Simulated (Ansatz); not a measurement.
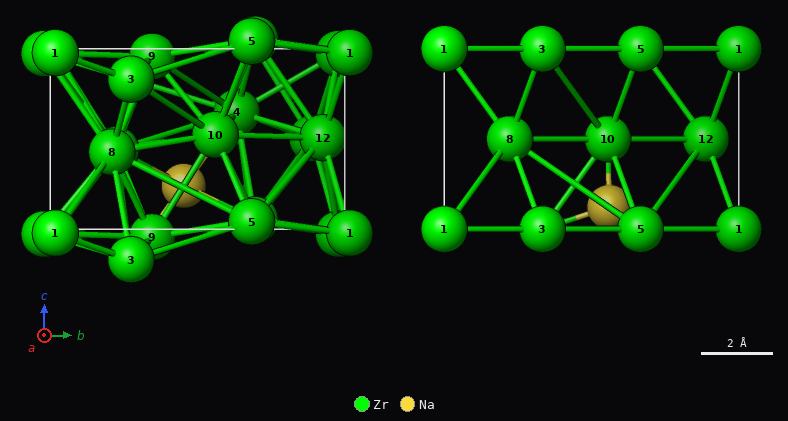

Two geometries of a defect cell of composition NaZr12, drawn at one scale. One is the start of a relaxation, the other its converged end. The picture is a ball-and-stick view of the cell of the calculation, seen along the a axis.

All numbers below come from Ansatz 0.2.0, DFT PBE-D3(BJ), scalar-relativistic, plane waves, PAW. Set-up: plane-wave cutoff 420 eV; k-point mesh 4 × 3 × 4; occupations gaussian; smearing width 0.05 eV; no spin polarisation; atoms relaxed in a fixed cell; force threshold 0.03 eV/Å; at most 60 steps.

Q: Which geometry has the lower energy?

A: The left one is the relaxed one. It is an interstitial Na in hcp Zr. The run prepares an end point of a later path (interstitial hop) calculation, from a guessed geometry. The Na atom moves most: 1.09 Å along [−2 −3 3]. Largest moves by element: Na 1.09 Å, Zr 1.01 Å. The cell doesn't change. Among the contacts that change: Zr–Zr 3.177 → 5.172 Å, Na–Zr 4.900 → 3.391 Å, Zr–Zr 4.531 → 3.354 Å, Na–Zr 3.803 → 2.834 Å. New bonds form: Na–Zr (3.80 → 2.83 Å), Na–Zr (3.80 → 2.91 Å), Zr–Zr (4.53 → 3.35 Å), Zr–Zr (4.53 → 3.37 Å). Bonds break: Zr–Zr (3.18 → 5.17 Å). Among the angles between lasting bonds that change: Zr–Na–Zr 107.0° → 179.6°, Zr–Na–Zr 177.9° → 117.7°, Zr–Na–Zr 112.0° → 78.6°. The energy falls by 10.048 eV per cell of the calculation in 16 geometry steps. The largest force component goes from 10 to 0.028 eV/Å. Cost: 4.1 min on 4 threads of Arm Neoverse V1, on a shared host, peak memory 1.1 GiB.

Limits of the set-up: the periodic images lie only 5.1 Å apart, so the values are limited by the cell's size.
